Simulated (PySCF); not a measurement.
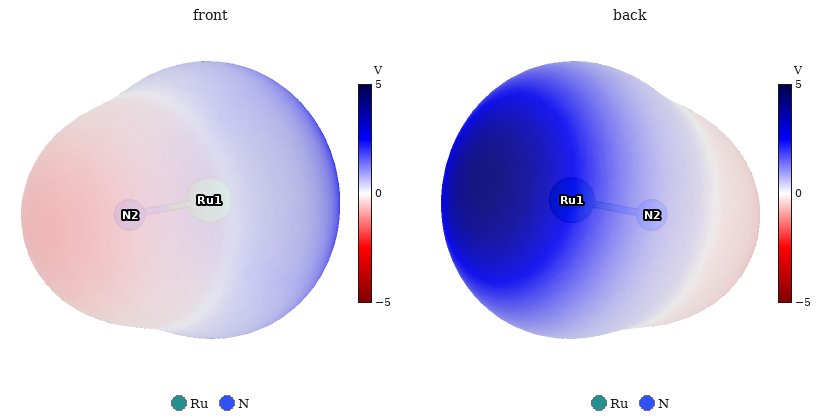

*RuN (doublet). The electrostatic potential painted on the density surface at 0.004 e/bohr³, seen from the front and from behind; the colour scale runs from red (negative) to blue (positive).*

Theory: PySCF, PBE0/x2c-TZVPPall, spin-free X2C-1e, Gaussian nucleus, at a bond length of 1.543 Å.

| atom | x (Å) | y (Å) | z (Å) |
| --- | --- | --- | --- |
| Ru | 0.0000 | 0.0000 | -0.1864 |
| N | 0.0000 | 0.0000 | 1.3566 |

> Describe the electrostatic potential map.

The most negative region (about −0.6 V) lies over N2, the most positive (about +4.3 V) over Ru1.
